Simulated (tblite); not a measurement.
```xyz
14
charge 0, multiplicity 1
C    -3.0440   -0.0631    0.3082
C    -1.8728   -0.2335   -0.3008
F    -1.8599   -0.7889   -1.5359
C    -0.5775    0.1174    0.2251
C     0.5770   -0.0792   -0.4326
C     1.8597    0.2764    0.1086
C     3.0180    0.0937   -0.5239
F     3.0907   -0.4480   -1.7470
H    -3.9643   -0.3568   -0.1625
H    -3.0944    0.3728    1.2873
H    -0.5843    0.5614    1.2104
H     0.5686   -0.5246   -1.4181
H     1.8895    0.7201    1.0924
H     3.9930    0.3518   -0.1385
```

Work out the structure from the coordinates.

It has 14 atoms: 6 carbon, 6 hydrogen and 2 fluorine (C6H6F2). Its SMILES string is `C=C(F)/C=C/C=C\F`. It has no ring. Among its groups: alkene, C–F bond. The point group is Cs. All atoms lie on one plane. Coordination: 6 C trigonal planar.

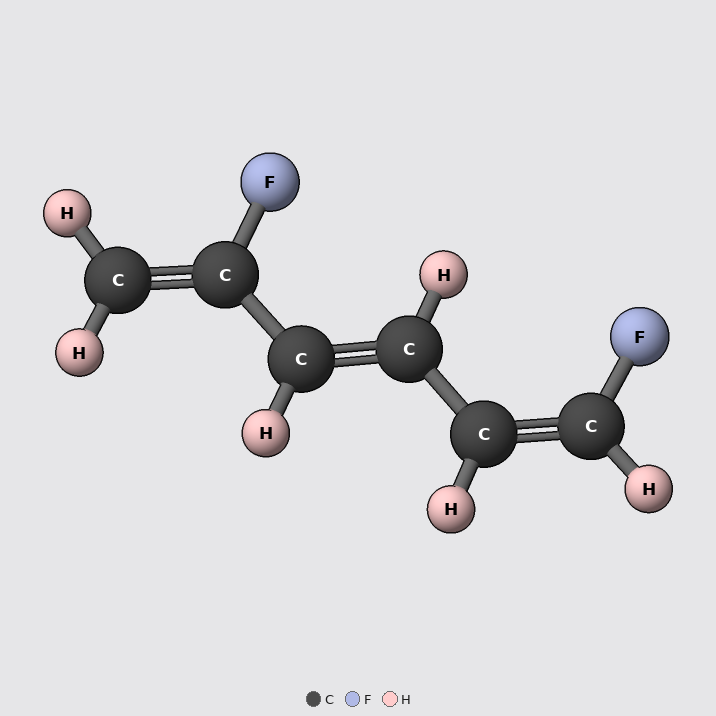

Figure made from data computed with tblite.
